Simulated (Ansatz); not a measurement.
# H_i (bond centre, by Cl) in Cs3Li2Cl5 (Imm2): charge-transition levels and formation energies

Wanted: the transition levels of a hydrogen interstitial in Cs3Li2Cl5 (Imm2), from a cell of 60 host atoms with 1 H put in.

Program: Ansatz 0.2.0. Level of theory: place-levels on PBEsol runs: charge-transition levels and formation energies with image-charge correction and potential alignment at the atomic sites. Results are calculated unless marked as measured.

**1. Starting point**

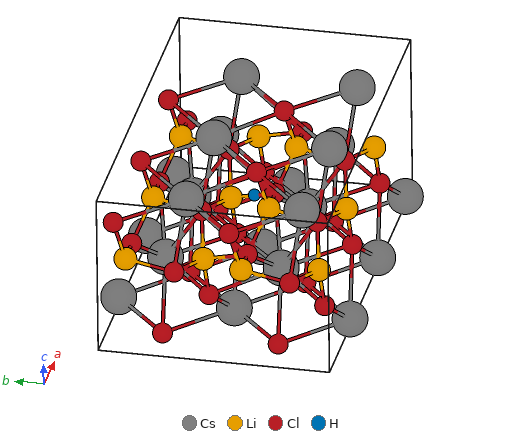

Start, viewed from a free direction; caesium grey, lithium orange, chlorine red, hydrogen blue. Some periodic images of atoms are drawn too.

The cell holds 61 atoms: 18 Cs, 12 Li, 30 Cl and 1 H. Its edges and angles: a = 12.405 Å, b = 11.479 Å, c = 12.396 Å, α = 103.4°, β = 99.6°, γ = 90.0°. It derives from Cs3Li2Cl5 (space group Imm2). Nearest the centre at fractional (0.492, 0.490, 0.457): H61 at 0.00 Å, Cl28 at 1.12 Å, Li34 at 1.25 Å, Cl56 at 2.82 Å, Cl36 at 2.84 Å, Li45 at 2.95 Å, Cl37 at 2.95 Å, Li25 at 2.97 Å.

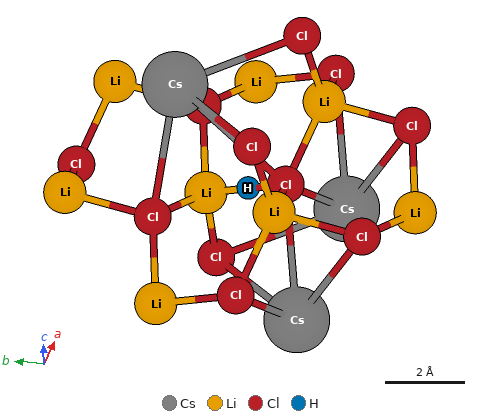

The atoms within 5 Å of the centre.

Screening for the image-charge correction: ε∞ = (2.85, 2.83, 2.85), ε0 = principal values (7.09, 7.39, 8.56), from a response run on this crystal (DFPT, PBEsol) at that run's own cell.

The cell's shortest repeat is 11.5 Å.

**2. Charge states**

A transition level is the Fermi level at which two charge states cost the same, so each charge needs its own total energy, at its own relaxed structure.

Each atom starts 0.05 Å or so off its site in a random direction. Forces are taken at one point at (¼, ¼, ¼). The cell holds 1 electron more than the neutral one, with a uniform background that keeps it neutral on the whole.

The sampling was tested on the host first: at the k-points planned (1x1x1 shifted 0.25 0.25 0.25) its energy lies 0.000 eV an atom from the dense-mesh value, under the bound of 0.02 eV set for this test; that bounds the host's error, not the defect's.

One of the inputs; charge, spin and start change from state to state.

qm1.relax/input.yaml reads:

```yaml
crystal:
  lattice:
    - [-7.26281086, 0.0, 10.05667359]
    - [-9.30598675, 0.0, -6.72045129]
    - [3.53696516, -11.88043227, 0.00400056]
  atoms:
    - { symbol: Cs, position: [0.2069849, 0.17983681, 0.75369014] }
    - { symbol: Cs, position: [0.28908819, 0.30299174, 0.24630986] }
[... 5 atom lines left out ...]
    - { symbol: Cl, position: [0.16135374, 0.40109498, 0.47991485] }
[... 5 atom lines left out ...]
    - { symbol: Li, position: [0.15332259, 0.58940981, 0.43173475] }
[... 7 atom lines left out ...]
    - { symbol: Cs, position: [0.62242152, 0.30299174, 0.24630986] }
[... 1 atom line left out ...]
    - { symbol: Li, position: [0.48665592, 0.08940981, 0.43173475] }
    - { symbol: Li, position: [0.34274434, 0.37354243, 0.56826525] }
    - { symbol: Cl, position: [0.33471546, 0.16113756, 0.52008515] }
[... 1 atom line left out ...]
    - { symbol: Cl, position: [0.49468707, 0.40109498, 0.47991485] }
    - { symbol: Cl, position: [0.37518882, 0.43618832, 0.76298203] }
[... 1 atom line left out ...]
    - { symbol: Cs, position: [0.54031823, 0.67983681, 0.75369014] }
[... 2 atom lines left out ...]
    - { symbol: Li, position: [0.48665592, 0.58940981, 0.43173475] }
[... 1 atom line left out ...]
    - { symbol: Cl, position: [0.33471546, 0.66113756, 0.52008515] }
    - { symbol: Cl, position: [0.45419481, 0.5546973, 0.23701797] }
[... 7 atom lines left out ...]
    - { symbol: Li, position: [0.67607767, 0.37354243, 0.56826525] }
    - { symbol: Cl, position: [0.66804879, 0.16113756, 0.52008515] }
[... 1 atom line left out ...]
    - { symbol: Cl, position: [0.82802041, 0.40109498, 0.47991485] }
    - { symbol: Cl, position: [0.70852215, 0.43618832, 0.76298203] }
[... 4 atom lines left out ...]
    - { symbol: Li, position: [0.81998926, 0.58940981, 0.43173475] }
[... 1 atom line left out ...]
    - { symbol: Cl, position: [0.66804879, 0.66113756, 0.52008515] }
[... 4 atom lines left out ...]
    - { symbol: H, position: [0.492182, 0.490143, 0.457214] }
  host:
    repeats: [3, 2, 1]
    atoms:
      - { symbol: Cs, position: [0.6209547, 0.35967362, 0.75369014] }
      - { symbol: Cs, position: [0.86726456, 0.60598348, 0.24630986] }
      # ... 8 more atoms of the perfect host
total_charge: -1
basis:
  ecutwfc: 420
  xc_grid: 2
hamiltonian:
  xc: pbesol
kpoints:
  mp_grid: { grid: [1, 1, 1], shift: [0.25, 0.25, 0.25] }
scf:
  occupations: { method: fixed }
  max_iter: 100
output:
  forces: true
  charged_corrections:
    epsilon: [2.85, 2.83, 2.85]
    static_epsilon: [[8.16, 0.0, 0.56], [0.0, 7.09, 0.0], [0.56, 0.0, 7.79]]
    defect_position: [0.492182, 0.490143, 0.457214]
relax:
  f_tol: 0.02
  max_steps: 80
  random_displacement: { amplitude: 0.05, seed: 1925 }
checkpoint:
  write: "../qm1.relax.run"
  compress: false
  write_wavefunctions: true
  write_every: 100000
```

Launch:

```bash
> ansatz run input.yaml --threads 4 --pin off --max-ram 14131MiB --backend cpu --events-out ev --progress --plain --runs-dir out
```

Defect states can disperse in a cell of this size, so the energy is taken again at a 2×2×2 shifted mesh, on the relaxed structure.

The run of this state that the levels use, under PBEsol:

qm1.point/input.yaml reads:

```yaml
crystal:
  checkpoint: "../qm1.relax.run"
  host: checkpoint
total_charge: -1
basis:
  ecutwfc: 420
  xc_grid: 2
hamiltonian:
  xc: pbesol
kpoints:
  mp_grid: { grid: [2, 2, 2], shift: [0.5, 0.5, 0.5] }
scf:
  occupations: { method: fermi_dirac, width: 0.01 }
  max_iter: 100
output:
  forces: true
  eigenvalues: true
  charged_corrections:
    epsilon: [2.85, 2.83, 2.85]
    static_epsilon: [[8.16, 0.0, 0.56], [0.0, 7.09, 0.0], [0.56, 0.0, 7.79]]
    defect_position: [0.492182, 0.490143, 0.457214]
  eigenstates: { localisation: true }
  populations: true
  band_densities: [{ bands: [v1, v1] }, { bands: [c1, c1] }]
  write_density: true
  write_potential: true
  volumetric_format: npy
checkpoint:
  read: "../qm1.relax.run"
  write: "../qm1.point.run"
  compress: false
  write_wavefunctions: false
  write_every: 100000
```

Relaxations under PBEsol at one point at (¼, ¼, ¼); times on 4 threads of Arm Neoverse V1, shared host:

| charge | moment (μB) | occupations | outcome | steps | largest displacement against the far atoms (Å) | time |
| --- | --- | --- | --- | --- | --- | --- |
| −1 | 0 | fixed | converged | 39 | 1.84 | 11 min |
| 0 | 1 | fixed | converged | 12 | 0.81 | 8.5 min |
| +1 | 0 | fixed | converged | 16 | 1.19 | 4.5 min |

Single points under PBEsol at a 2×2×2 shifted mesh; times on 4 threads of Arm Neoverse V1, shared host:

| charge | moment (μB) | occupations | outcome | time |
| --- | --- | --- | --- | --- |
| −1 | 0 | fermi-dirac | converged | 2.4 min |
| 0 | 1 | fermi-dirac | converged | 4.9 min |
| +1 | 0 | fermi-dirac | converged | 2.5 min |

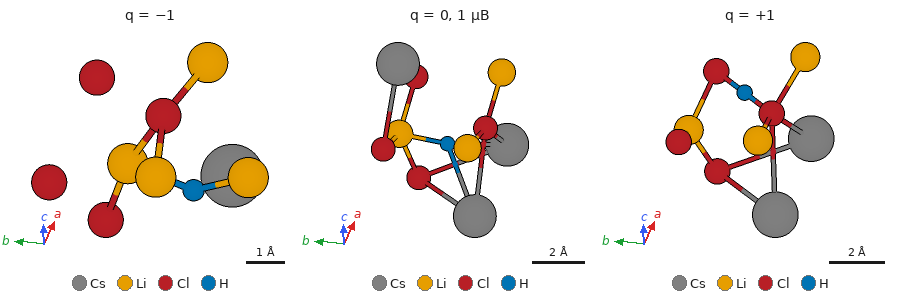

The structures near the centre after relaxation with PBEsol, by charge. Bonds to atoms that aren't drawn are left out.

Distances (Å) from H61 to the nearest atoms after relaxation with PBEsol:

| charge | moment (μB) | 1. | 2. | 3. | 4. | 5. | 6. |
| --- | --- | --- | --- | --- | --- | --- | --- |
| −1 | 0 | Li 1.84 | Li 1.91 | Cs 2.69 | Cs 2.69 | Cl 2.76 | Cl 3.17 |
| 0 | 1 | Li 1.98 | Cl 2.09 | Cl 2.58 | Cl 3.05 | Cl 3.05 | Cs 3.09 |
| +1 | 0 | Cl 1.54 | Cl 1.59 | Li 2.51 | Li 2.64 | Cl 3.34 | Li 3.41 |

**3. Placing the levels, PBEsol**

A charged cell interacts with its images and the background, and its potential has another zero than the host's. place-levels removes the first by a point-charge model, screened by the static dielectric constant since the ions have relaxed around the charge, and the second by comparing potentials at atoms far from the defect.

The host is a run of the defect-free crystal in the same cutoffs, grids and k-points, so that basis and sampling errors cancel in part in the differences. The host is run in a cell of 10 atoms on a matching mesh. Its band edges are searched through the zone by a band path, so the gap is smaller than, or equal to, that on the mesh. Chemical potentials are energies per atom of H (H2 molecule), run with the same functional and cutoff.

levels.point.yaml reads:

```yaml
host:
  run: host.point.run
states: [qm1.point.run, q0_M1.point.run, qp1.point.run]
geometry_from:
  qm1.point.run: qm1.relax.run
  q0_M1.point.run: q0_M1.relax.run
  qp1.point.run: qp1.relax.run
  host.point.run: host.relax.run
chemical_potentials:
  H:
    energy: -15.609288
    dataset: "<sha256 of the dataset>"
epsilon: [2.85, 2.83, 2.85]
static_epsilon:
  - [8.16, 0.0, 0.56]
  - [0.0, 7.09, 0.0]
  - [0.56, 0.0, 7.79]
vertical:
  - { from: qm1.point.run, to: qm1.point_neutral.run }
  - { from: qp1.point.run, to: qp1.point_neutral.run }
```

Launch:

```bash
> ansatz place-levels levels.point.yaml -- --threads 4 --pin off --max-ram 14131MiB
```

Numbers of over 12 decimals in the logs are rounded to 6 here.

Output:

```text
[... repeated set-up lines and file paths are left out, and long positions are rounded to six places ...]
(+1/0) 3.768 eV above the valence edge, 1.469 eV under the conduction edge; not on the lower envelope
(0/-1) 2.646 eV above the valence edge, 2.590 eV under the conduction edge; not on the lower envelope
(+1/-1) 3.207 eV above the valence edge, 2.029 eV under the conduction edge: charges between them are lowest nowhere
formation energy of charge +1: -1.212 eV with the Fermi level at the valence edge
formation energy of charge 0: +2.556 eV with the Fermi level at the valence edge
formation energy of charge -1: +5.202 eV with the Fermi level at the valence edge
vertical -1 to 0: no energy, since no alignment is typed
  the change from vertical[0].from (qm1.point.run) to vertical[0].to (qm1.point_neutral.run): by its spins about the atoms it stands at 0.483 0.361 0.386, with an rms radius of about 2.8 Å (1.3 1.4 2.0 Å across the planes of the cell's vectors); [...]
vertical +1 to 0: no energy, since no alignment is typed
  the change from vertical[1].from (qp1.point.run) to vertical[1].to (qp1.point_neutral.run): by its potential at epsilon [2.85, 2.83, 2.85] it stands at 0.569 0.323 0.477, with an rms radius of about 7.3 Å (3.9 5.0 3.6 Å across the planes of the cell's [...]
  edges by pbesol, gap 5.236 eV; the host is sampled to repeats of 29.63 Å
  the defect's cells are sampled to repeats of 29.63 Å, like sampling
  charge +1: -134938.7279 eV with its correction of +0.191 eV, at epsilon [[8.16, 0, 0.56], [0, 7.09, 0], [0.56, 0, 7.79]], aligned at sites: -0.0321 eV, mean over 29 atomic sites at or beyond 5.74 Å from the defect at [0.4922, 0.4901, 0.4572], with -0.024700 [...]
  charge 0: +0.000 eV for its dipole among its images, +0.000 omitted
  charge -1: -134927.3801 eV with its correction of +0.219 eV, at epsilon [[8.16, 0, 0.56], [0, 7.09, 0], [0.56, 0, 7.79]], aligned at sites: +0.0044 eV, mean over 29 atomic sites at or beyond 5.74 Å from the defect at [0.4922, 0.4901, 0.4572], with +0.000000 [...]
  of states[2] (qp1.point.run): it parts from the run at its places by a charge that spreads by about 5 Å along one vector (1.9 Å or more is wide), by its potential at epsilon [2.85, 2.83, 2.85], taken for that of held ions (one typed too small widens it), [...]
  of states[1] (q0_M1.point.run): stability_check_not_made
  of states[0] (qm1.point.run): its displacements don't fall off away from the defect: farther atoms stand 0.041 Å off the host's places. [...]
  of vertical[0].from (qm1.point.run): its displacements don't fall off away from the defect: farther atoms stand 0.041 Å off the host's places. [...]
  of vertical[0].to (qm1.point_neutral.run): its displacements don't fall off away from the defect: farther atoms stand 0.041 Å off the host's places. [...]
  of vertical[1].from (qp1.point.run): it parts from the run at its places by a charge that spreads by about 5 Å along one vector (1.9 Å or more is wide), by its potential at epsilon [2.85, 2.83, 2.85], taken for that of held ions (one typed too small widens [...]
  vertical[1].to (qp1.point_neutral.run): levels filled in part (TS 0.002 eV): its energy is of no whole electron's
  of vertical[1].to (qp1.point_neutral.run): its moments are held at its close (magnetization.spin_locking), by a field of 0.038 eV a Bohr magneton, and its energy and levels are of the state that this holds: a run that lets them go can end lower
```

Run time: 0.32 s. Hardware: 4 threads of Arm Neoverse V1, shared host.

Levels between the charges placed, in eV above the valence top:

|  | gap (eV) | (+1/0) | (0/−1) |
| --- | --- | --- | --- |
| PBEsol | 5.24 | 3.77 | 2.65 |

Corrections by state:

| charge | moment (μB) | image terms and alignment (eV) | band filling (eV) | ε used | over the lowest of its charge, as the program ranks them, band filling apart (eV) |
| --- | --- | --- | --- | --- | --- |
| +1 | 0.0 | 0.191 | - | principal values (7.09, 7.39, 8.56) | 0.000 |
| 0 | 1.0 | 0.000 | - | - | 0.000 |
| −1 | 0.0 | 0.219 | - | principal values (7.09, 7.39, 8.56) | 0.000 |

The charged structures listed were also run neutral, and place-levels reads from each pair, by the potential or the spins, how wide the charge is by which they differ; that can be the carrier of either run.

| charge | rms radius (Å) | spread where it is widest against the cell (Å) | wide from (Å) | reading |
| --- | --- | --- | --- | --- |
| +1 | 7.3 | 5.01 | 1.93 | wide |
| −1 | 2.8 | 2.04 | 2.06 | narrow |

The neutral runs of these pairs need not share the spin of the lowest neutral state, and very wide values only mean spread over the cell.

From the program's caveats on the states, each cut to its opening words:

- charge +1: it parts from the run at its places by a charge that spreads by about 5 Å along one vector (1.9 Å or more is wide), by its potential at epsilon [2.85, 2.83, [...]
- charge 0 (1 μB): flagged: stability check not made
- charge −1: its displacements don't fall off away from the defect: farther atoms stand 0.041 Å off the host's places

Chemical potentials of the elements' reference phases, run alike. Formation energy by charge state (elemental references; gap 5.24 eV):

| charge | at valence top (eV) | at conduction bottom (eV) | correction included (eV) |
| --- | --- | --- | --- |
| +1 | -1.21 | 4.02 | 0.19 |
| 0 | 2.56 | 2.56 | 0.00 |
| −1 | 5.20 | -0.03 | 0.22 |

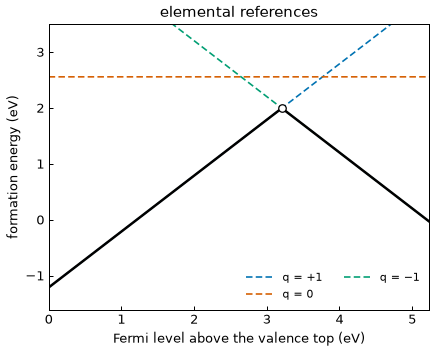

Formation energy against Fermi level; the thick line follows the lowest charge state and circles mark the transition levels.

Charge transition levels, in eV, zero at the valence-band top of the host:

|  | conduction bottom | valence top |
| --- | --- | --- |
| H_i (bond centre, by Cl) | 5.24 | 0.00 |

|  | level | energy (eV) |
| --- | --- | --- |
| H_i (bond centre, by Cl) | (+1/−1) | 3.21 |

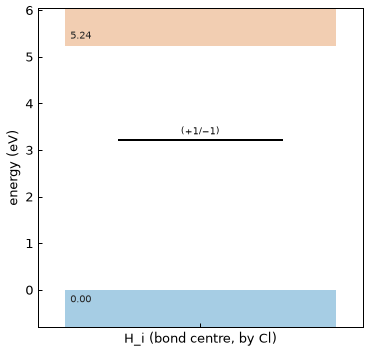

Charge transition levels. Shaded: valence and conduction bands.

**4. Effect of the sampling**

The relaxations' own energies give the levels at their sampling, for comparison.

levels.relax_mesh.yaml reads:

```yaml
host:
  run: host.relax.run
states: [qm1.relax.run, q0_M1.relax.run, qp1.relax.run]
chemical_potentials:
  H:
    energy: -15.609288
    dataset: "<sha256 of the dataset>"
```

Launch:

```bash
> ansatz place-levels levels.relax_mesh.yaml -- --threads 4 --pin off --max-ram 14131MiB
```

Output:

```text
[...]
formation energy of charge +1: -1.211 eV with the Fermi level at the valence edge
formation energy of charge 0: +2.556 eV with the Fermi level at the valence edge
formation energy of charge -1: +5.203 eV with the Fermi level at the valence edge
  edges by pbesol, gap 5.236 eV; the host is sampled to repeats of 16.90 Å
[... the lines on each state left out ...]
```

The job ended after 0.11 s (4 threads).

Levels between neighbouring charges, in eV above the valence top:

|  | gap (eV) | (+1/0) | (0/−1) |
| --- | --- | --- | --- |
| one point at (¼, ¼, ¼) | 5.24 | 3.77 | 2.65 |
| a 2×2×2 shifted mesh | 5.24 | 3.77 | 2.65 |

Going from one point at (¼, ¼, ¼) to a 2×2×2 shifted mesh moves the levels that carry no band-filling term by up to 0.00 eV and formation energies against the elements by up to 0.00 eV.

**5. Summary of results**

| Quantity | Value |
| --- | --- |
| gap of the host | 5.24 eV (PBEsol) |
| level (plus 1/0) | 3.77 eV above the valence top, not a change between lowest states |
| level (0/minus 1) | 2.65 eV above the valence top, not a change between lowest states |
| level (plus 1/minus 1) | 3.21 eV above the valence top |
| lowest of the charges placed, just above the valence top (0.02 eV) | +1 |
| lowest of the charges placed, just below the conduction bottom (0.02 eV) | −1 |
| lowest formation energy at mid-gap of the charges run, elemental references | 1.41 eV |

**Reading.** Of the charges placed (−1, 0 and +1), the lowest changes at 3.21 eV (+1/−1) above the valence top, in a gap of 5.24 eV. (+1/−1) passes over charge 0, which lies 0.56 eV above the two there; a lower structure or spin state of it, if missed, would change that. Charges above +1 and below −1 were not placed, so these runs say nothing of levels that involve them. States placed: +1 at 0 μB; 0 at 1 μB; −1 at 0 μB. Other spin states or structures, where not listed, weren't placed. At charge −1 and +1 the atom put in ends up to 1.8 Å from its starting place, so the name tells the start alone and the levels can join different sites. H is taken at its element; compounds, which aren't counted here, bound the chemical potentials and would shift these formation energies. Going from one point at (¼, ¼, ¼) to a 2×2×2 shifted mesh moves the levels that carry no band-filling term by up to 0.00 eV and formation energies against the elements by up to 0.00 eV. Limits: PBEsol makes the gap too small and tends to spread out bound carriers; where a gas molecule sets a chemical potential or the host's formation energy, its binding is uncorrected; spin–orbit coupling, which can matter with heavy atoms, is left out.

[Logs are printed without paths, hosts, clocks, repeated set-up lines and the standing remarks that a program may print on its own settings, such as how far it seeks lower states.]

[Hosts, paths, dates, database ids (printed as entryN), source tags and the programs' standing remarks are cut or masked in the printed files.]

[Where a table of states has a column of steps, it counts the stored structures, which are thinned; the runs took as many ionic steps or more.]

[A defect's name tells the site on which it was built; relaxed atoms can leave that site.]

[For some hosts the program warned that the k-mesh of the response run may be too coarse for force constants and the static dielectric constant; such warnings are not shown here.]
